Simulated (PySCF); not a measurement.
```xyz
23

C    -2.0286   -1.2983    0.2360
C    -1.1465   -0.1869   -0.3303
C    -2.0198    0.8985   -0.9572
C    -0.2591    0.4036    0.7661
C     0.7578    1.4576    0.2878
P     2.1818    0.6203    1.1873
Si    3.2569   -0.3217   -0.5403
C     0.7488   -0.5809    1.3893
H    -2.7154   -0.8927    0.9763
H    -2.6130   -1.7600   -0.5565
H    -1.4293   -2.0696    0.7131
H    -0.4987   -0.6114   -1.1072
H    -2.7026    1.3071   -0.2148
H    -1.4139    1.7122   -1.3478
H    -2.6082    0.4869   -1.7741
H    -0.9044    0.8258    1.5417
H     0.5558    2.4712    0.6349
H     0.8895    1.4824   -0.7938
H     4.0755   -1.4091   -0.0057
H     4.0873    0.7124   -1.1562
H     2.3640   -0.8746   -1.5672
H     0.8764   -1.4994    0.8164
H     0.5410   -0.8461    2.4261
```

Geometry: GFN2-xTB.

Level of theory: PBE0/pcSseg-1, SCF density, gas phase, non-relativistic in PySCF 2.14.0.

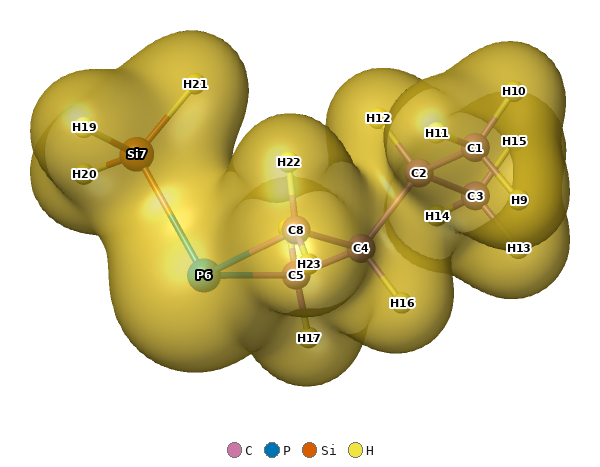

C6H15PSi. Isosurface of the electron density at 0.1 e/Å³ (yellow), seen from one side.

**Which contacts does the surface bridge?**

At this value the surface is in one piece. It bridges the sampled C–C (1.53 Å), C–P (1.88 Å), Si–P (2.24 Å) and C–H (1.09 Å) contacts, where the density stays above the isovalue. On the grid the lowest density along these lines, outside the cores, is 1.6 e/Å³ (C–C, 1.53 Å), 0.97 e/Å³ (C–P, 1.88 Å), 0.67 e/Å³ (Si–P, 2.24 Å) and 1.9 e/Å³ (C–H, 1.09 Å).
